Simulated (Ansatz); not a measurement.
# AlClH2O2···NH3: what the fields show

Input

```
crystal:
  periodic: [false, false, false]
  atoms:
    - { symbol: Al, position_ang: [-0.0459, -0.5128, 0.5722] }
    - { symbol: Cl, position_ang: [2.3234, 0.3808, -0.0305] }
    - { symbol: O, position_ang: [-0.1971, -2.0279, -0.0162] }
    - { symbol: O, position_ang: [-0.504, 0.0853, 2.0247] }
    - { symbol: H, position_ang: [0.9192, 0.9429, -0.9227] }
    - { symbol: "N", position_ang: [-0.4033, 0.933, -1.0985] }
    - { symbol: H, position_ang: [-0.1924, -2.9192, -0.3288] }
    - { symbol: H, position_ang: [-0.5497, 0.6297, 2.7955] }
    - { symbol: H, position_ang: [-0.6072, 0.6156, -2.033] }
    - { symbol: H, position_ang: [-0.7431, 1.8725, -0.9628] }
basis:
  gaussian: { orbitals: def2-SVP }
hamiltonian:
  xc: hf
relax:
  f_tol: 0.15
  max_steps: 25
  restrain:
    - { distance: [0, 5], at: 3.22, k: 30.0 }
    - { distance: [4, 1], at: 2.63, k: 30.0 }
    - { distance: [0, 1], at: 2.23, k: 30.0 }
    - { distance: [4, 5], at: 1.02, k: 30.0 }
output:
  orbitals: {}
```

Command:

```sh
ansatz run input.yaml --threads 2 --pin off --max-ram 3072MiB --backend cpu --events-out ev --progress --plain --runs-dir out
```

The fields are those of the run's last geometry, not of the input's.

Not at a stationary point (largest force 1.2 eV/Å).

Theory: Ansatz 0.2.0, RHF/def2-SVP.

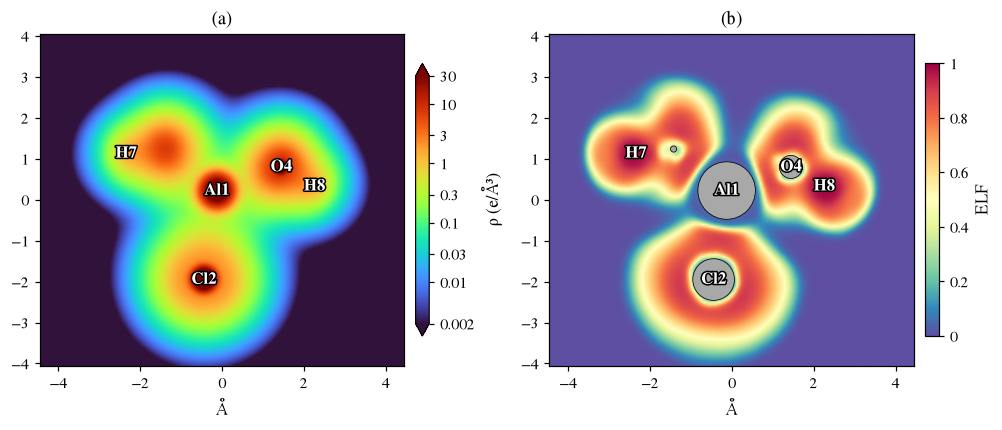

Figure 1. (a) electron density; (b) ELF on the plane of atoms Cl2, Al1 and O4. Grey discs cover the atomic cores in the ELF map.

### What does the map show?

Atoms in the plane: Al, Cl, O and H.
Al–O (1.67 Å): the density is about 0.9 e/Å³ at the midpoint; the ELF peaks at about 0.85 in the valence shell of O, 0.6 Å from its nucleus, and is about 0.45 at the midpoint.
Al–Cl (2.20 Å): ρ at the midpoint is about 0.61 e/Å³; the ELF peaks at about 0.90 in the valence shell of Cl, 1.0 Å from its nucleus, and is about 0.85 at the midpoint.
O–H (0.94 Å): the density is about 3.8 e/Å³ at the midpoint; the ELF climbs to about 1 towards the hydrogen, as it does in any bond to H (an ordinary covalent bond to hydrogen).
The ELF also peaks beside Cl2, O4 and O3, away from the bonds: lone-pair regions.

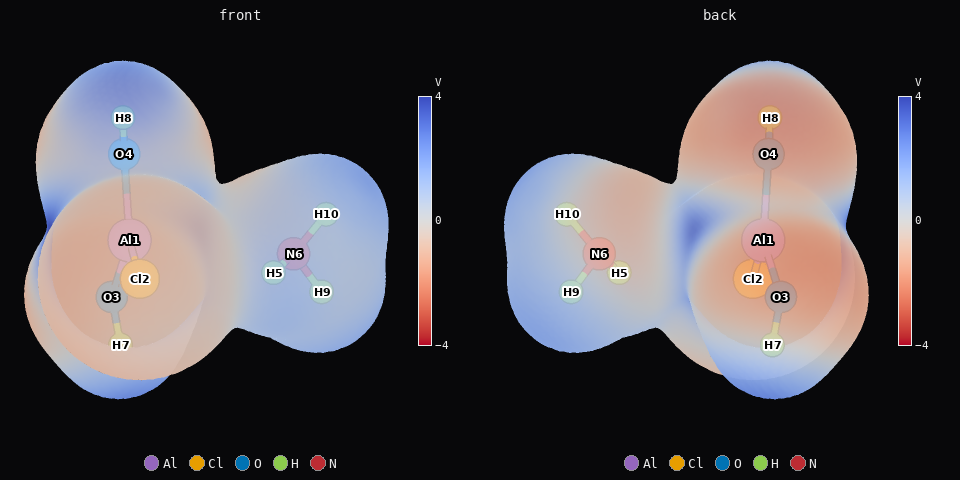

Figure 2. The molecular electrostatic potential painted on the density surface at 0.002 e/bohr³, seen from the front and from behind; red is negative and blue positive.

### Which sites attract a positive test charge, and which a negative one?

A positive charge is drawn to the negative regions and a negative charge to the positive ones. The most negative region (about −1.9 V) lies over O3 and O4, the most positive (about +3.8 V) over Al1.

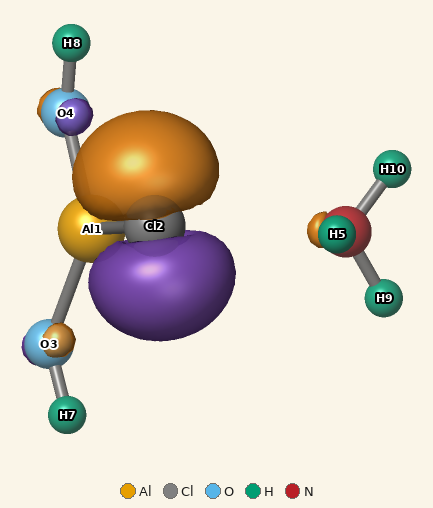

Figure 3. The HOMO−1 at ±0.2 Å⁻³ᐟ² (orange and purple are the two phases), seen across its widest extent.

### What is the character of this orbital?

Its weight (Hirshfeld) is mainly on Cl2 (about 85 %); largely a lone pair of Cl2. Its energy is −11.96 eV.

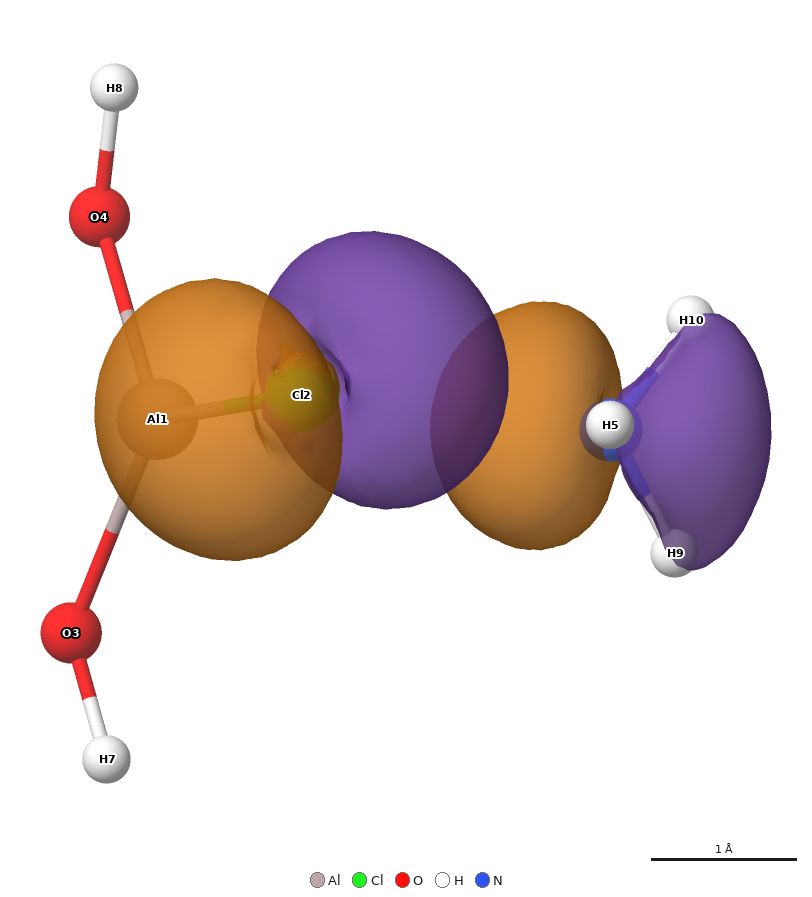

Figure 4. The HOMO at ±0.15 Å⁻³ᐟ² (orange and purple are the two phases), seen across its widest extent.

### Where does this orbital lie, and at what energy?

By Hirshfeld shares it lies mainly on Cl2 (about 60 %) and N6 (about 30 %). Its energy is −11.91 eV.
